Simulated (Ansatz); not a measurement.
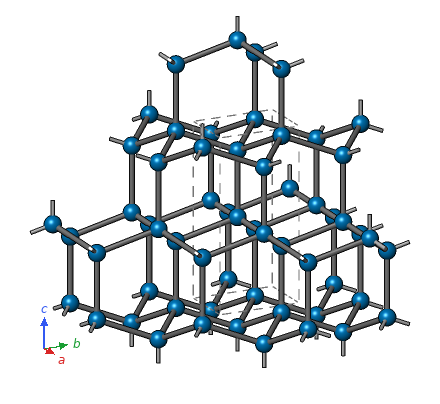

The picture shows a finite piece of the underlying net of a crystal structure, nodes on the atoms' positions. Nodes are coloured by topological kind. Short stubs are edges that leave the cut-out.

Q: Describe the net.

A: A uninodal 4-connected, three-periodic net. It is the lon net, known from lonsdaleite, wurtzite and tridymite.

Q: Give point symbol and coordination sequence.

A: 6^6, sequence 4, 12, 25, 44, 67, 96.

Where the net comes from. The compound is GaN (space group P6_3mc, No. 186), taken as the end point of a relaxation with DFT, PBE, plane waves, PAW in Ansatz 0.2.0; the starting structure was generated, so it need not be a known form of this composition. Bonds are taken as Ga–N below 2.2 Å; no other contact counts. The graph is simplified in the usual way: terminal and isolated atoms are pruned, two-connected atoms become edges. Ga and N are 4-connected nodes.
